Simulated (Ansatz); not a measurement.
# AlBrHNO: what the fields show

The calculation's input:

```
crystal:
  periodic: [false, false, false]
  atoms:
    - {symbol: Al, position_ang: [-0.748504, -0.249400, 0.580989]}
    - {symbol: Br, position_ang: [-1.687782, -0.339299, 2.578198]}
    - {symbol: "N", position_ang: [0.520067, -0.499821, -0.644885]}
    - {symbol: O, position_ang: [-0.815704, 0.280739, -1.031282]}
    - {symbol: H, position_ang: [0.473443, -1.350589, -1.213820]}
basis:
  gaussian: {orbitals: def2-TZVPD}
hamiltonian: {xc: {name: PBE0}}
output: {forces: true, orbitals: {seedname: orbitals}}
```

Run with:

```sh
ansatz run input.yaml --threads 1 --pin off --max-ram 2610MiB --events-out events.jsonl --progress --plain --runs-dir runs
```

Geometry: PBE0-D3(BJ)/def2-SVP.

Method: Ansatz 0.2.0, isolated molecule in a Gaussian basis; Kohn-Sham density functional theory, functional PBE0.

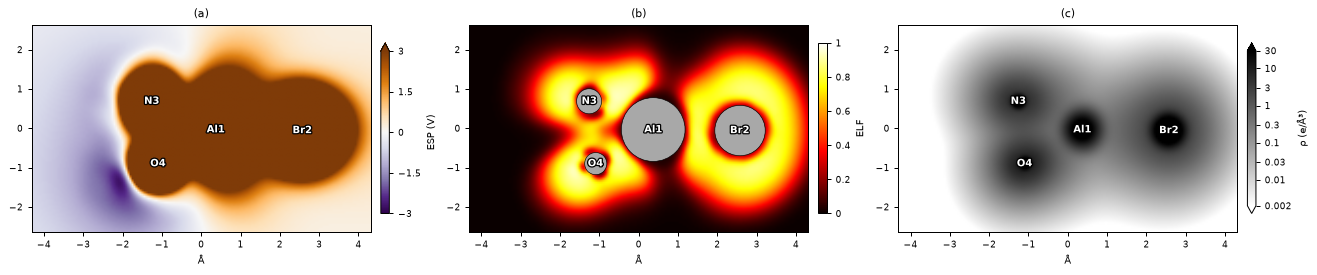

Figure 1. (a) molecular electrostatic potential; (b) ELF; (c) total electron density on the plane of atoms N3, Al1 and O4. Grey discs cover the atomic cores in the ELF map.

> What does the map show?

The plane passes through Al, Br, N and O nuclei. Al–O (1.70 Å): ρ at the midpoint is about 0.9 e/Å³; the ELF peaks at about 0.85 in the valence shell of O, 0.6 Å from its nucleus, and is about 0.40 at the midpoint. Al–N (1.78 Å): the density is about 0.81 e/Å³ at the midpoint; the ELF peaks at about 0.85 in the valence shell of N, 0.6 Å from its nucleus, and is about 0.50 at the midpoint. Al–Br (2.21 Å): ρ is about 0.71 e/Å³ halfway; the ELF peaks at about 0.85 in the valence shell of Br, 1.1 Å from its nucleus, and is about 0.85 at the midpoint. The ELF also peaks beside O4 and Br2, away from the bonds: lone-pair regions. Outside the dense part of the molecule the potential is most negative (−2.7 V) near O4.

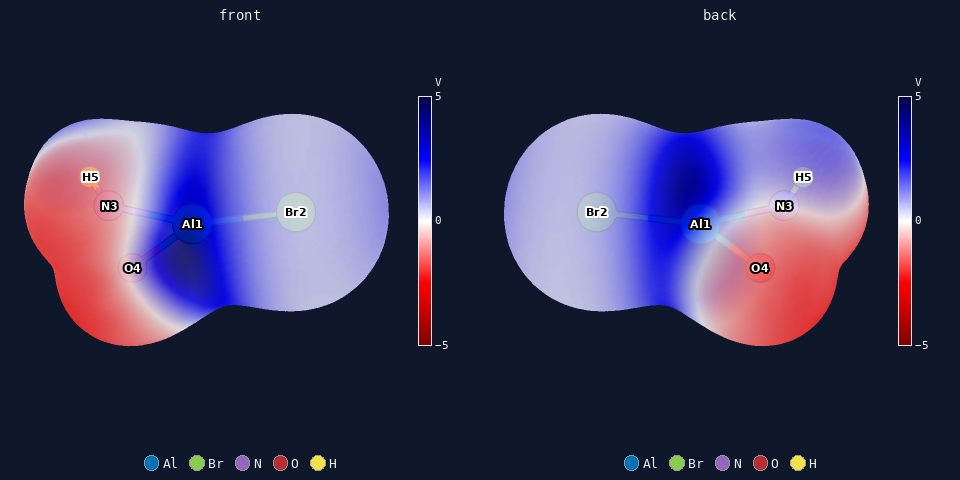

Figure 2. The electrostatic potential painted on the density surface at 0.002 e/bohr³, seen from the front and from behind; the colour scale runs from red (negative) to blue (positive).

> Which sites attract a positive test charge, and which a negative one?

A positive charge is drawn to the negative regions and a negative charge to the positive ones. The most negative region (about −2.0 V) lies over O4, the most positive (about +4.3 V) over Al1. Br2 shows a σ-hole: about +1.0 V at the tip opposite its bond, against about +0.4 V on its flanks. O4 is the likeliest acceptor of a hydrogen bond.

> How polar is the molecule by this calculation?

Its dipole moment is 3.36 D.

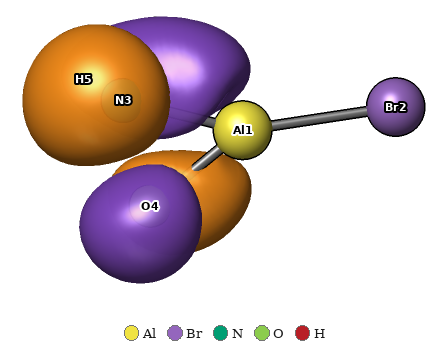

Figure 3. The HOMO at ±0.1 Å⁻³ᐟ² (orange and purple are the two phases), seen across its widest extent.

> Where does this orbital lie, and at what energy?

By Hirshfeld shares it lies mainly on N3 (about 50 %) and O4 (about 35 %); largely a combination of lone pairs on N3 and O4. Its energy is −6.64 eV.
